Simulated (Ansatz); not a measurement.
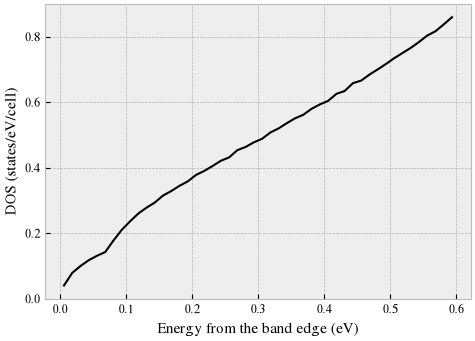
Figure: Density of states of PtS (P4_2/mmc) above the conduction band minimum, PBEsol, rigid bands in Ansatz (a program for electronic structure); cell volume 73.3 Å³.

Problem. What effective density of states at 300 K does this give (∫ g(E) exp(−E/k_BT) dE, both spins, divided by the cell's size)?

Solution. 2.9e19 cm⁻³, a density-of-states mass of 1.09 mₑ, valleys and band degeneracy included.

Spin-orbit coupling is left out; with 5d elements it also splits d-like band edges. Geometry: cell and atoms relaxed with PBEsol.

Formula and space group known from diffraction (Crystallography Open Database), not checked to be the room-temperature form: PtS (P4_2/mmc).
